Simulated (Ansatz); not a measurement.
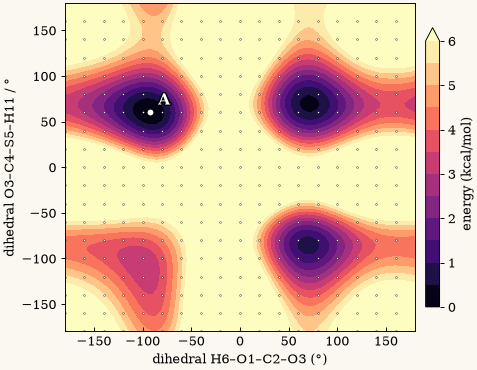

C₂H₆O₂S, SMILES OCOCS. Coordinates scanned: (1) dihedral H6–O1–C2–O3; (2) dihedral O3–C4–S5–H11. Nothing is relaxed (all other coordinates rigid). The scan uses an 18 × 18 grid. All energies are given in kcal/mol relative to the relaxed molecule at the same level. All numbers below come from RHF/def2-SVP (Ansatz 0.2.0).

Drawn: filled contours, dots at the grid points, one colour for all values above the top of the scale, the well A. Between grid points the surface is interpolated.

Q: Where is the minimum, and how stiff is the well along each coordinate? Take the well at A.

A: The interpolated minimum is at dihedral H6–O1–C2–O3 ≈ −92°, dihedral O3–C4–S5–H11 ≈ 61°. The curvatures there are about 0.5 eV/rad² and 0.66 eV/rad², with a cross term of about 0.078 eV/rad². Round the minimum the two coordinates are weakly coupled (coupling 0.14 in units of the two stiffnesses). (1 eV is 23.1 kcal/mol.)
